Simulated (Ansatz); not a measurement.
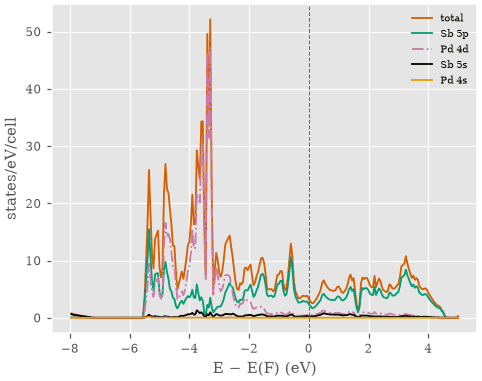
Total and projected density of states of Sb₂Pd in space group Pa-3 (No. 205; Sb on 8c, Pd on 4a), DFT-PBEsol in the program Ansatz with PAW potentials

### Question
Which orbitals carry the states next to the Fermi level?

### Answer
Within 0.5 eV of the Fermi level: Sb 5p 72 %, Pd 4d 14 %, Sb 5s 8 %, outside the projected shells 5 %. Projections are on Löwdin-orthogonalised atomic valence shells; empty p or d shells of many metals are not among them.

### Question
Where is the tallest occupied peak in this window, and what makes it?

### Answer
Near -3.3 eV, about 52 states/eV per cell; the largest projected share is Pd 4d.

The workflow started from a Materials Project entry (that database holds measured and hypothetical structures alike); the Crystallography Open Database files this formula in space group No. 205, but the cells were not matched. Whether it is the stable phase at ambient conditions was not checked. Symmetry was held in the PBEsol relaxation; its stability against distortions is not shown here. The run is not spin-polarised. Spin–orbit coupling is left out wherever it is not named.

Potentials: the later of the program's two PAW sets.
